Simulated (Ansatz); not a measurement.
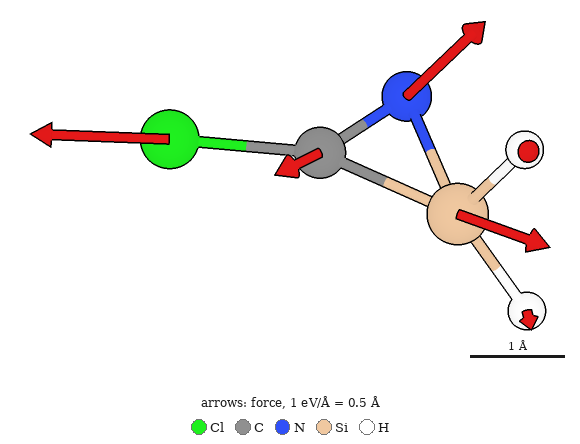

Starting geometry of CH2ClNSi (coarse preliminary run) with the computed forces as red arrows. Style: ball-and-stick. Shown from a free direction.

The start comes from a force field.

These are results of RKS PBE-D4/def2-SVP (Ansatz 0.2.0), not measurements. Set-up: force threshold 0.03 eV/Å; at most 200 steps.

Q: What follows when this structure is relaxed?

A: It isn't relaxed: the largest force vector, on the Cl atom, is 3.03 eV/Å. The final displacements follow the starting forces only in part (cosine between the two patterns 0.54). The atom that moves furthest after the best rigid fit is the Si atom (0.17 Å). Largest moves by element: Si 0.17 Å, H 0.13 Å, Cl 0.12 Å, N 0.12 Å, C 0.03 Å. Some distances before and after: C–Cl 1.629 → 1.730 Å, C–Si 1.738 → 1.803 Å, C–N 1.239 → 1.279 Å, N–Si 1.818 → 1.856 Å. Among the angles between lasting bonds that change: N–Si–H 107.4° → 117.3°, N–Si–H 108.1° → 117.3°, Cl–C–Si 155.6° → 157.6°. Over 3 accepted moves (5 points after the start) the energy falls by 37.6 kJ/mol. The largest force component goes from 2.8 to 0.019 eV/Å. The line search rejected the trial steps at points 2, 4 of the run.
